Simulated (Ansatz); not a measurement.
# CF4 (tetrafluoromethane) at revPBE/aug-cc-pVDZ

Aim: the electronic atomisation energy of CF4 (tetrafluoromethane) at revPBE/aug-cc-pVDZ, from 3 runs. 

The results are computed with Ansatz 0.2.0.

30 further runs of the same task are left out: 2 that didn't finish, 28 set aside as unsound or not needed.

### Step 1. Starting point

The species is CF4 (5 atoms), meant as a singlet with charge 0. As SMILES, `FC(F)(F)F`. The coordinates come from a PBE0-D4/def2-TZVP relaxation.

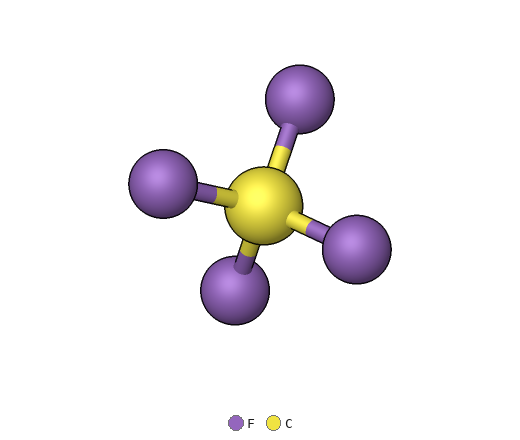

The structure, seen from a chosen angle (fluorine purple, carbon yellow).

### Step 2. The energy at revPBE/aug-cc-pVDZ

File in.yaml:

```yaml
crystal:
  periodic: [false, false, false]
  atoms:
    - {symbol: F, position_ang: [-0.850100, 0.025300, 0.989500]}
    - {symbol: C, position_ang: [0.010000, -0.014700, -0.008300]}
    - {symbol: F, position_ang: [1.157500, -0.501300, 0.420100]}
    - {symbol: F, position_ang: [-0.464000, -0.786000, -0.966200]}
    - {symbol: F, position_ang: [0.196600, 1.203000, -0.476700]}
basis:
  gaussian:
    orbitals: aug-cc-pVDZ
hamiltonian:
  xc: {name: revPBE}
accuracy: high
output: {orbitals: {seedname: orbitals}}
```

On the command line:

```sh
ansatz run in.yaml --threads 1 --pin off --max-ram 3480MiB --events-out events.jsonl --progress --plain --runs-dir runs
```

Output:

```text
Warning: RAYON_NUM_THREADS=1 ignored (pool sized by the plan → 1); use --threads N
Functional definition: revPBE
  name "revPBE"
  parameter kappa = 1.245
  parameter beta = 0.06672455060314922
  exchange = pbe_x(kappa = kappa, mu = beta*pi^2/3)
  correlation = pbe_c(beta = beta)
2366 factors; integrals over basis functions are off by at most 2.7e-9 eV
mean field evaluation 1: about -11899.7455 eV, gradient 4.4e1 eV
mean field evaluation 2: about -11895.0162 eV, gradient 7.3e1 eV
mean field evaluation 4: about -11902.3600 eV, gradient 7.6e-1 eV
mean field evaluation 8: about -11902.3546 eV, gradient 9.7e-3 eV
mean field evaluation 16: about -11902.3546 eV, gradient 3.4e-7 eV
mean field -11902.35459963 eV, -437.4034638306 hartree, gradient 2.8e-8 eV, S^2 0.000000; 0 other end points of the search recorded, 0 dependent functions left out
reference -11902.35460465 eV, -437.4034640152 hartree; 21, 21 occupied and 94, 94 virtual orbitals, 2366 factors
Total energy: -11902.35460465 eV, -437.4034640152 hartree
```

Wall time 8.1 s (1 thread of Arm Neoverse V1, shared host); peak memory 0.32 GiB.

### Step 3. The C atom, same level

File job.yaml:

```yaml
crystal:
  periodic: [false, false, false]
  atoms:
    - {symbol: C, position_ang: [0.000000, 0.000000, 0.000000]}
basis:
  gaussian:
    orbitals: aug-cc-pVDZ
magnetization:
  spin_polarized: true
  initial_magnetization: 2
accuracy: high
hamiltonian:
  xc: {name: revPBE}
```

Run the same way, it converges to -37.84106 Eh (log not shown).

### Step 4. The F atom

File job.yaml:

```yaml
crystal:
  periodic: [false, false, false]
  atoms:
    - symbol: F
      position_ang: [0.000000, 0.000000, 0.000000]
basis:
  gaussian: {orbitals: aug-cc-pVDZ}
magnetization: {spin_polarized: true, initial_magnetization: 1}
hamiltonian: {xc: {name: revPBE}}
accuracy: high
```

On the command line:

```sh
ansatz run job.yaml --threads 1 --pin off --max-ram 3480MiB --events-out events.jsonl --progress --plain --runs-dir runs
```

Output, cut to the lines that bear on the results:

```text
Warning: RAYON_NUM_THREADS=1 ignored (pool sized by the plan → 1); use --threads N
[... 6 set-up lines as earlier in the session ...]
199 factors; integrals over basis functions are off by at most 2.8e-9 eV
mean field evaluation 1: about -2713.0245 eV, gradient 5.7e0 eV
mean field evaluation 2: about -2713.0468 eV, gradient 4.9e0 eV
mean field evaluation 4: about -2713.1218 eV, gradient 9.1e-3 eV
mean field evaluation 8: about -2713.1216 eV, gradient 1.4e-4 eV
mean field evaluation 16: about -2713.1210 eV, gradient 1.7e-1 eV
mean field evaluation 32: about -2713.1216 eV, gradient 7.9e-9 eV
mean field -2713.12160382 eV, -99.7053799204 hartree, gradient 2.9e-9 eV, S^2 0.751353; 5 other end points of the search recorded, 0 dependent functions left out
reference -2713.12160668 eV, -99.7053800258 hartree; 5, 4 occupied and 18, 19 virtual orbitals, 199 factors
Total energy: -2713.12160668 eV, -99.7053800258 hartree
```

It took 1 s on 1 thread of Arm Neoverse V1, shared host.

### Step 5. Outcome

Level: revPBE/aug-cc-pVDZ.

| quantity | value |
| --- | --- |
| molecule: total energy | -437.40346 Eh |
| molecule: HOMO energy | -10.30 eV |
| molecule: LUMO energy | -0.16 eV |
| molecule: HOMO–LUMO gap | 10.13 eV |
| C atom: total energy | -37.84106 Eh |
| C atom: ⟨S²⟩ | 2.003 |
| F atom: total energy | -99.70538 Eh |
| F atom: ⟨S²⟩ | 0.751 |
| electronic atomisation energy | 20.161 eV |

In words: Taking the molecule apart into free atoms costs 20.16 eV (465 kcal/mol), before zero-point energy and without spin-orbit coupling.
